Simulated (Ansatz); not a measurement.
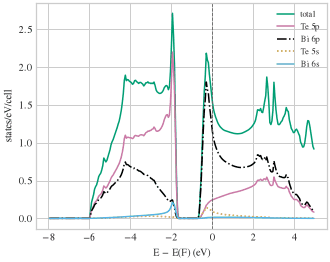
*Total and projected density of states of BiTe (rock salt, space group No. 225), plane-wave PAW r²SCAN (Ansatz code)*

Task: Which orbitals carry the states next to the Fermi level?

Result: Within 0.5 eV of the Fermi level: Bi 6p 76 %, Te 5p 15 %, Te 5s 6 %. Projections are on Löwdin-orthogonalised atomic valence shells; empty p or d shells of many metals are not among them.

Task: Where is the tallest occupied peak in this window, and what makes it?

Result: Near -1.9 eV, about 2.7 states/eV per cell; the largest projected share is Te 5p.

Space group Fm-3m (rock salt). The workflow started from an entry of the Crystallography Open Database (COD), which files this formula under 2 space groups. Whether it is the stable phase at ambient conditions was not checked. Symmetry was held in the r²SCAN relaxation; its stability against distortions is not shown here. With an odd number of electrons in the cell and no spin polarisation, the count alone makes it a metal. Spin–orbit coupling is left out wherever it is not named.

Potentials: the later of the program's two PAW sets.
